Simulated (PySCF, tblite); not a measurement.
**C4H12BP: geometry, infrared bands and NMR shifts**

What infrared bands and NMR shifts should C4H12BP (`CCCB(C)P`) show?

Programs: tblite 0.8.0 and PySCF 2.14.0, with density-fitted response routines of our own. Each step states its level of theory. These are calculated values for one molecule in the gas phase, unless marked as measured. Atoms are numbered from 0 throughout.

## (1) Starting geometry

18 atoms, charge 0, multiplicity 1; geometry from: force field or distance geometry start.

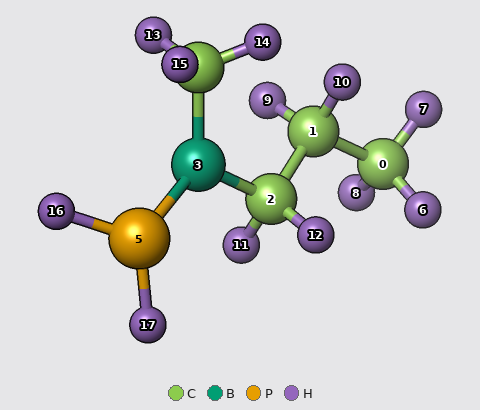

The starting geometry (carbon green, boron teal, phosphorus amber, hydrogen purple), atoms numbered; sticks join atoms by distance.

## (2) Relaxing the molecule with GFN2-xTB

The job: settings as JSON, then the geometry in Å.

```
{"job": {"kind": "relax", "xc": "GFN2-xTB", "basis": "xTB"}, "charge": 0, "multiplicity": 1}
C     -2.698300     0.290600     0.345100
C     -1.329700    -0.304400     0.066100
C     -0.210600     0.691900     0.200200
B      1.215500     0.063800    -0.095500
C      1.433300    -1.529000     0.059000
P      2.818300     1.123300     0.113100
H     -2.659500     0.943300     1.260800
H     -3.390400    -0.559500     0.568800
H     -3.047100     0.857500    -0.532100
H     -1.349300    -0.707800    -0.956400
H     -1.236500    -1.170700     0.754300
H     -0.354900     1.514800    -0.556400
H     -0.188900     1.178700     1.198000
H      1.394300    -1.954200    -0.961700
H      0.687100    -1.950500     0.759600
H      2.416300    -1.693700     0.549300
H      3.915300     0.681800    -0.695500
H      2.576500     2.530500     0.117400
```

On the command line:

```sh
$ OMP_NUM_THREADS=1 python probes_run.py task.json out
```

One launch serves the whole session: the jobs run in the order shown.

The program printed:

```text
step      E/eV     max force
  0    -499.98199    1.656
  1    -500.20698    1.229
  2    -500.43790    0.968
  3    -500.52339    0.995
  4    -500.63952    1.055
  5    -500.69288    0.947
  6    -500.76011    0.566
  7    -500.78222    0.363
  8    -500.80200    0.307
  9    -500.81047    0.279
 10    -500.83049    0.387
 11    -500.84538    0.389
 12    -500.86107    0.330
 13    -500.87372    0.271
 14    -500.88744    0.347
 15    -500.90024    0.321
 16    -500.90889    0.200
 17    -500.91350    0.133
 18    -500.91743    0.165
 19    -500.92202    0.195
 20    -500.92687    0.224
 21    -500.93124    0.148
 22    -500.93520    0.162
 23    -500.93917    0.190
 24    -500.94236    0.148
 25    -500.94395    0.093
 26    -500.94487    0.080
 27    -500.94597    0.086
 28    -500.94740    0.107
 29    -500.94891    0.113
 30    -500.95031    0.093
 31    -500.95181    0.099
 32    -500.95389    0.125
 33    -500.95685    0.142
 34    -500.96013    0.127
 35    -500.96225    0.079
 36    -500.96321    0.064
 37    -500.96390    0.058
 38    -500.96463    0.076
 39    -500.96534    0.064
 40    -500.96597    0.067
 41    -500.96644    0.051
 42    -500.96678    0.046
 43    -500.96701    0.036
 44    -500.96718    0.029
 45    -500.96736    0.035
 46    -500.96753    0.028
 47    -500.96764    0.018
 48    -500.96770    0.018
 49    -500.96775    0.016
 50    -500.96781    0.019
 51    -500.96787    0.021
 52    -500.96793    0.018
 53    -500.96799    0.017
 54    -500.96805    0.019
 55    -500.96814    0.019
 56    -500.96823    0.022
 57    -500.96832    0.028
 58    -500.96841    0.027
 59    -500.96855    0.029
 60    -500.96872    0.030
 61    -500.96890    0.030
 62    -500.96908    0.035
 63    -500.96926    0.034
 64    -500.96942    0.030
 65    -500.96954    0.023
 66    -500.96963    0.028
 67    -500.96970    0.029
 68    -500.96976    0.021
 69    -500.96982    0.021
 70    -500.96987    0.017
 71    -500.96991    0.017
 72    -500.96995    0.016
 73    -500.96998    0.013
 74    -500.97002    0.015
 75    -500.97006    0.019
 76    -500.97012    0.025
 77    -500.97021    0.029
 78    -500.97034    0.029
 79    -500.97046    0.025
 80    -500.97054    0.021
 81    -500.97059    0.015
 82    -500.97064    0.017
 83    -500.97069    0.021
 84    -500.97074    0.019
 85    -500.97079    0.016
 86    -500.97083    0.014
 87    -500.97087    0.014
 88    -500.97089    0.013
 89    -500.97092    0.011
 90    -500.97095    0.012
 91    -500.97097    0.012
 92    -500.97101    0.018
 93    -500.97107    0.020
 94    -500.97114    0.020
 95    -500.97122    0.024
 96    -500.97130    0.025
 97    -500.97137    0.023
 98    -500.97144    0.020
 99    -500.97150    0.016
100    -500.97154    0.013
101    -500.97157    0.013
102    -500.97160    0.011
103    -500.97162    0.011
104    -500.97164    0.012
105    -500.97166    0.012
106    -500.97168    0.012
107    -500.97170    0.012
108    -500.97174    0.010
109    -500.97176    0.009
```

It took 0.98 s on 1 thread of Arm Neoverse N1, shared host; peak memory 0.18 GiB.

Step by step: (not every step is listed)

```csv
step,energy from step 0 (eV),largest force (eV/Å)
0,0.0000,1.6560
1,-0.2250,1.2290
2,-0.4559,0.9685
3,-0.5414,0.9954
4,-0.6575,1.0555
5,-0.7109,0.9469
6,-0.7781,0.5658
7,-0.8002,0.3628
8,-0.8200,0.3075
17,-0.9315,0.1333
26,-0.9629,0.0802
35,-0.9803,0.0793
44,-0.9852,0.0286
53,-0.9860,0.0166
62,-0.9871,0.0350
71,-0.9879,0.0174
80,-0.9886,0.0207
89,-0.9889,0.0112
98,-0.9894,0.0201
104,-0.9896,0.0123
105,-0.9897,0.0123
106,-0.9897,0.0123
107,-0.9897,0.0116
108,-0.9898,0.0105
109,-0.9898,0.0090
```

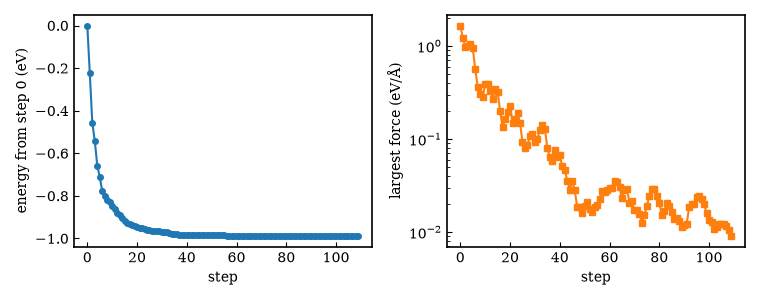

Energy and largest force along the relaxation.

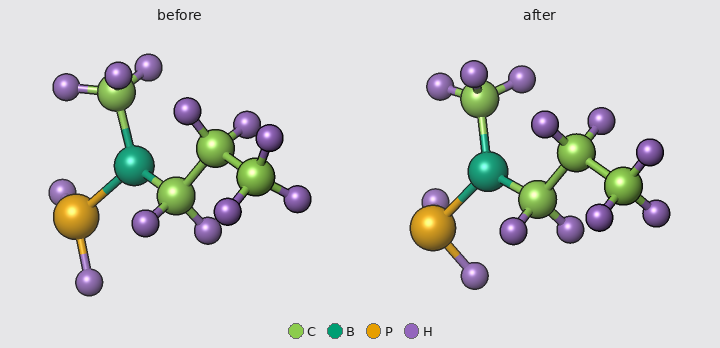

The geometry before (left) and after (right).

Close pairs (by a distance rule), those that changed most:

```csv
bond,before (Å),after (Å),change (Å)
P5–H16,1.433,1.382,-0.050
P5–H17,1.428,1.383,-0.045
B3–C4,1.615,1.575,-0.040
B3–P5,1.933,1.895,-0.038
C0–H6,1.125,1.088,-0.037
C0–H7,1.119,1.088,-0.031
C2–H11,1.127,1.097,-0.031
C1–C2,1.504,1.531,+0.026
```

The final coordinates are the input of the step that follows.

## (3) Infrared spectrum with GFN2-xTB

The job: settings as JSON, then the geometry in Å.

```
{"job": {"kind": "ir", "xc": "GFN2-xTB", "basis": "xTB"}, "charge": 0, "multiplicity": 1}
C     -2.680747     0.370314     0.266021
C     -1.337356    -0.348921     0.214386
C     -0.165365     0.634234     0.269080
B      1.295648     0.035337     0.184342
C      1.561220    -1.504175    -0.012340
P      2.761107     1.204725     0.458202
H     -2.764052     0.955835     1.179610
H     -3.500715    -0.344141     0.240627
H     -2.788942     1.044657    -0.581572
H     -1.278451    -0.936059    -0.704509
H     -1.270843    -1.042531     1.055218
H     -0.299141     1.365059    -0.537401
H     -0.249938     1.224474     1.189705
H      1.209831    -1.822175    -0.994456
H      1.005056    -2.103488     0.707551
H      2.611497    -1.782042     0.063171
H      3.578268     0.750569    -0.559817
H      2.304164     2.304646    -0.243754
```

The program printed:

```text
mode    cm-1     km/mol
  1      32.1      1.43
  2      76.7      0.89
  3      95.4      1.96
  4     129.5      0.24
  5     181.4      7.15
  6     225.8      0.11
  7     233.9      0.21
  8     287.7      6.40
  9     319.4      2.95
 10     358.1      1.20
 11     587.0     34.55
 12     633.6      6.71
 13     662.1      9.90
 14     732.6      4.89
 15     801.2     58.17
 16     828.8      9.58
 17     858.2     38.24
 18     944.0     28.30
 19     991.9     95.17
 20    1006.7     19.77
 21    1086.9     12.26
 22    1120.5     50.89
 23    1136.7     34.34
 24    1154.0     85.96
 25    1226.5      0.16
 26    1269.4     12.55
 27    1277.7      0.16
 28    1355.0     15.66
 29    1385.5     29.38
 30    1417.3      1.37
 31    1456.5     10.17
 32    1480.6      1.62
 33    1484.5      3.48
 34    1500.2      0.28
 35    1506.7      2.69
 36    1508.3      1.21
 37    2307.2    109.89
 38    2397.9    159.20
 39    2910.0     25.89
 40    2938.8     26.86
 41    2970.2     45.15
 42    2983.4     32.32
 43    2994.8     22.58
 44    3011.6     35.11
 45    3021.2     13.19
 46    3023.8     60.36
 47    3027.7     57.59
 48    3033.7     40.20
```

Wall time 0.82 s (1 thread of Arm Neoverse N1, shared host); peak memory 0.18 GiB.

The strongest bands and the atoms that carry them (share of the mass-weighted mode):

```csv
cm⁻¹,km/mol,atoms
801,58.2,"H9 14 %, H10 14 %, H13 13 %, H14 11 %"
992,95.2,"B3 38 %, C4 12 %, H14 10 %"
1120,50.9,"C2 22 %, C1 20 %"
1154,86.0,"B3 47 %, C2 13 %"
2307,109.9,"H17 50 %, H16 47 %"
2398,159.2,"H16 50 %, H17 47 %"
3024,60.4,"H8 68 %, H6 19 %"
3028,57.6,"H6 53 %, H7 27 %, H8 10 %"
```

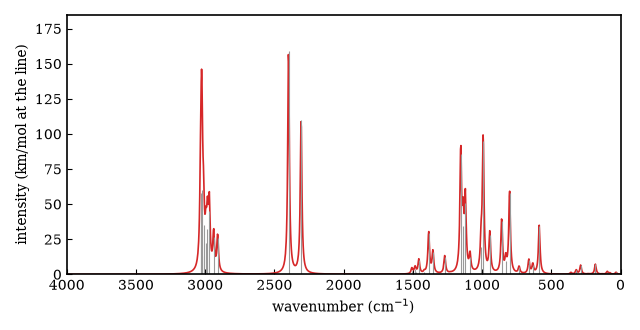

The infrared spectrum from these modes, unscaled. Lines are broadened to a width of 14 cm⁻¹ (Lorentzian).

## (4) NMR shieldings: PBE0/pcSseg-1

Same as in step 3 but for these lines:

```diff
@@ -1,2 +1,2 @@
-{"job": {"kind": "ir", "xc": "GFN2-xTB", "basis": "xTB"}, "charge": 0, "multiplicity": 1}
+{"job": {"kind": "nmr", "xc": "PBE0", "basis": "pcSseg-1"}, "charge": 0, "multiplicity": 1}
 C     -2.680747     0.370314     0.266021
```

With the program's defaults for keys left out, this is: GIAO PBE0/pcSseg-1 NMR shielding, non-relativistic, gas phase.

The program printed:

```text
coarse grid: 14496 points
cycle   1  E = -525.3578572451  dE =  3.084e-01  |g| = 4.650e-01  |ddm| = 3.529e+00
cycle   2  E = -525.3447909885  dE =  1.307e-02  |g| = 5.199e-01  |ddm| = 9.292e-01
cycle   3  E = -525.4178421080  dE = -7.305e-02  |g| = 3.867e-02  |ddm| = 5.417e-01
cycle   4  E = -525.4182005062  dE = -3.584e-04  |g| = 2.052e-02  |ddm| = 8.130e-02
cycle   5  E = -525.4183145259  dE = -1.140e-04  |g| = 3.371e-03  |ddm| = 2.793e-02
cycle   6  E = -525.4183171067  dE = -2.581e-06  |g| = 1.290e-03  |ddm| = 4.808e-03
final grid: 132432 points
cycle   7  E = -525.4528159218  dE = -3.862e-05  |g| = 9.175e-03  |ddm| = 3.179e-02
cycle   8  E = -525.4528070619  dE =  8.860e-06  |g| = 1.082e-02  |ddm| = 1.803e-02
cycle   9  E = -525.4528379164  dE = -3.085e-05  |g| = 4.640e-04  |ddm| = 1.047e-02
cycle  10  E = -525.4528379698  dE = -5.339e-08  |g| = 1.832e-04  |ddm| = 8.149e-04
cycle  11  E = -525.4528379788  dE = -9.064e-09  |g| = 3.508e-05  |ddm| = 2.081e-04
cycle  12  E = -525.4528379791  dE = -2.751e-10  |g| = 9.827e-06  |ddm| = 3.845e-05
converged SCF energy = -525.4528379791

GIAO shielding tensors (ppm)
atom      isotropic    diamagn.    paramagn.     s11        s22        s33       span
  0 C      167.313     245.772     -78.458    153.607    161.178    187.155     33.549
  1 C      163.800     248.173     -84.372    156.005    164.673    170.723     14.719
  2 C      148.300     253.608    -105.307    119.866    149.571    175.465     55.599
  3 B        1.535     191.498    -189.963    -72.066    -45.070    121.740    193.806
  4 C      172.204     252.478     -80.274    150.625    179.211    186.775     36.150
  5 P      519.947     967.881    -447.934    463.880    471.220    624.740    160.861
  6 H       30.830      29.471       1.359     26.947     28.949     36.592      9.645
  7 H       30.406      28.098       2.308     25.520     27.883     37.817     12.297
  8 H       30.836      29.786       1.050     27.099     28.882     36.528      9.429
  9 H       30.248      33.617      -3.368     24.855     30.648     35.241     10.386
 10 H       30.346      33.048      -2.702     25.131     30.548     35.359     10.228
 11 H       30.237      34.103      -3.865     25.425     30.798     34.490      9.065
 12 H       29.962      33.513      -3.551     25.186     30.590     34.110      8.924
 13 H       30.752      31.797      -1.045     26.235     30.083     35.937      9.702
 14 H       30.551      31.788      -1.237     25.676     30.418     35.559      9.883
 15 H       30.244      30.292      -0.049     26.057     30.007     34.667      8.610
 16 H       29.373      30.456      -1.084     24.738     27.454     35.926     11.187
 17 H       29.386      30.829      -1.443     24.425     28.199     35.536     11.111
```

Wall time 43 s (1 thread of Arm Neoverse N1, shared host); peak memory 0.76 GiB.

The references, computed at this level on geometries of the same kind, shield at (ppm): 1H TMS 31.72, 13C TMS 186.9, 31P H3PO4 318.4, 11B BF3·OEt2 100.1. Their shielding less the atom's gives the shift. The references are single molecules in the gas phase, so shifts against H2O, NH3, PH3, H3PO4 or CFCl3 are not on the usual liquid scales and can be off by tens of ppm. Atoms listed in one row are averaged.

```csv
atoms,environment,σ (ppm),δ (ppm),δ scaled to CDCl3
C2,sp3 CH2 bonded to B,148.3,38.6,35.8
C1,sp3 CH2,163.8,23.1,20.7
C0,methyl carbon,167.3,19.6,17.2
C4,methyl carbon bonded to B,172.2,14.7,12.5
"H16, H17",hydrogen on a phosphorus bonded to B,29.38,2.34,–
"H11, H12",hydrogen on an sp3 CH2 bonded to B,30.10,1.62,1.63
"H9, H10",hydrogen on an sp3 CH2,30.30,1.42,1.44
"H13, H14, H15",hydrogen on a methyl carbon bonded to B,30.52,1.20,1.24
"H6, H7, H8",hydrogen on a methyl carbon,30.69,1.03,1.07
B3,"boron bonded to 2 C, P",1.5,98.5,–
P5,"phosphorus bonded to B, 2 H",519.9,-201.6,–
```

The scaled column applies a straight-line fit of computed shieldings to shifts measured in CDCl3 (root-mean-square error 0.16 ppm for H, 1.9 ppm for C).

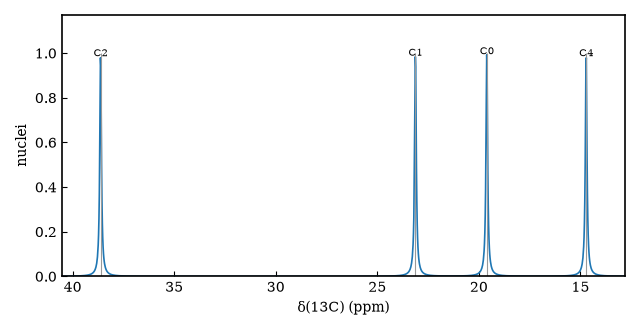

13C lines at the computed shifts, without couplings. Lines are broadened to a width of 0.10 ppm (Lorentzian).

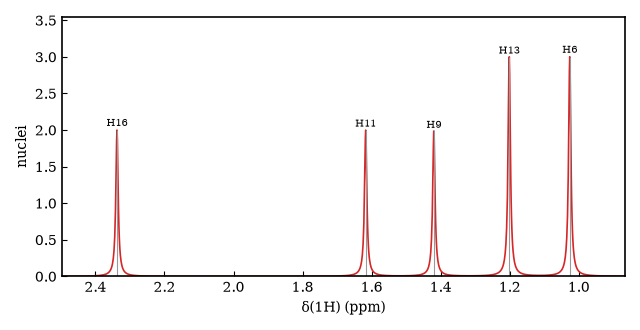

1H lines at the computed shifts, without couplings. Lines are broadened to a width of 0.01 ppm (Lorentzian).

The run also stored atomic charges by several schemes (e):

```csv
atoms,Mulliken,IAO,Hirshfeld,ESP fit
C0,-0.25,-0.41,-0.12,-0.44
C1,-0.28,-0.24,-0.07,0.21
C2,-0.46,-0.40,-0.14,-0.07
B3,0.28,0.13,0.15,0.41
C4,-0.51,-0.57,-0.19,-0.75
P5,-0.10,0.07,0.00,-0.41
```

ESP fit charges:

C0 -0.44; C1 0.21; C2 -0.07; B3 0.41; C4 -0.75; P5 -0.41; H6 0.10; H7 0.10; H8 0.11; H9 -0.02; H10 -0.02; H11 -0.01; H12 0.04; H13 0.16; H14 0.17; H15 0.21; H16 0.12; H17 0.10

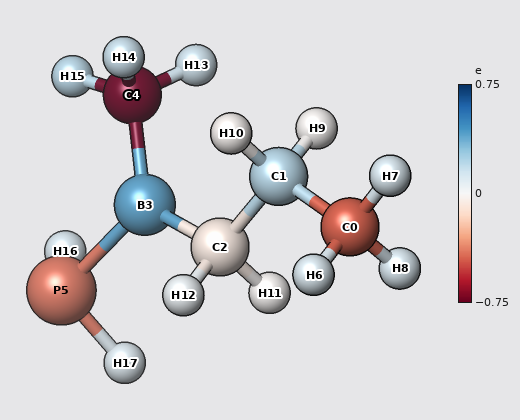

ESP fit charges, as colours on the atoms.

Mayer bond orders: C0–C1 1.07, C1–C2 1.05, C2–B3 0.99, B3–C4 1.06, B3–P5 1.16.

The fields below are evaluated on a grid from the run's orbitals.

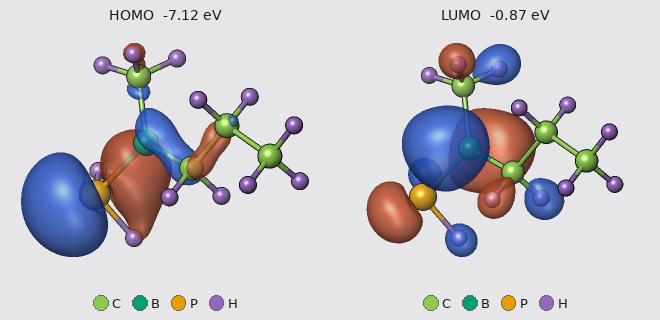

Frontier orbitals at PBE0/pcSseg-1; each surface holds 70 % of the orbital's density, blue and red mark the sign.

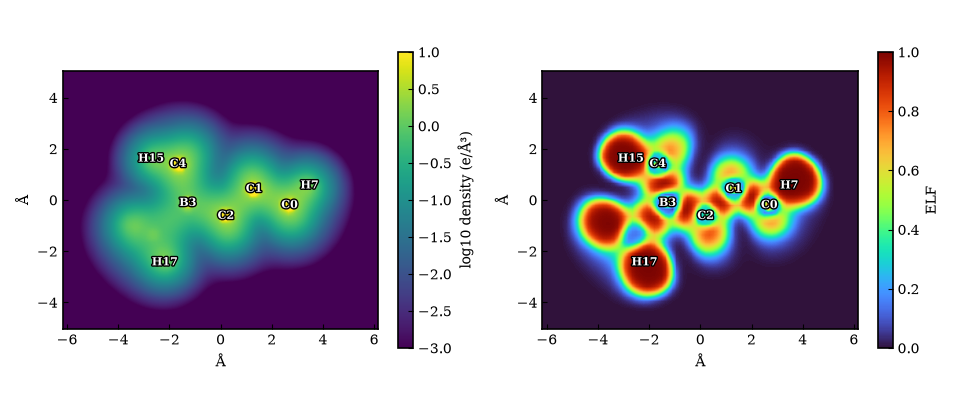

Density (left) and ELF (right) in a plane through or near 8 of the atoms.

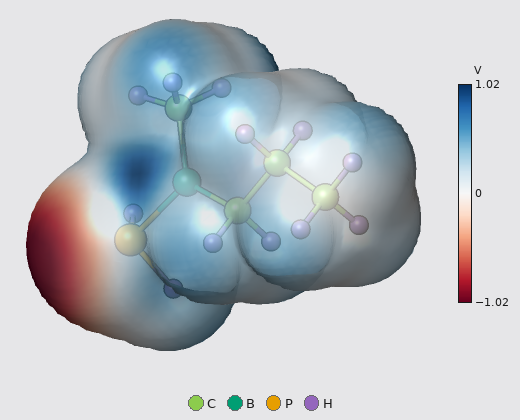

Electrostatic potential on the surface of density 0.002 e/bohr³; red is low, blue high. It runs from -1.02 V near P5 to 0.75 V near B3.

## (5) What came out

| quantity | value |
| --- | --- |
| strongest single infrared mode (GFN2-xTB) | 2398 cm⁻¹, 159 km/mol |
| zero-point energy (GFN2-xTB) | 94.3 kcal/mol |
| 13C shifts against TMS (PBE0/pcSseg-1) | 38.6, 23.1, 19.6, 14.7 ppm |
| 1H shifts against TMS (PBE0/pcSseg-1, means over atoms taken as alike) | 2.34, 1.62, 1.42, 1.20, 1.03 ppm |
| 11B shifts against BF3·OEt2 (PBE0/pcSseg-1) | 98.5 ppm |
| 31P shifts against H3PO4 (PBE0/pcSseg-1) | -201.6 ppm |
| surface potential, least and greatest | -1.02 V and 0.75 V |

In words: The optimisation took 109 steps and gained 0.990 eV; among the close pairs (by a distance rule), P5–H16 changed most, from 1.433 to 1.382 Å. No mode is imaginary among the 48: a minimum at this level. The strongest single mode, at 2398 cm⁻¹, moves mainly H16 and H17. GFN2-xTB is a fitted tight-binding method: band positions and strengths are rough. Its intensities can rank the bands wrongly. At PBE0/pcSseg-1: Shielding is most anisotropic at B3 (span 194 ppm, paramagnetic term -190 ppm). By nearest atom (PBE0/pcSseg-1), the HOMO sits on P5 58 %; B3 15 % and the LUMO on B3 56 %; P5 10 %.
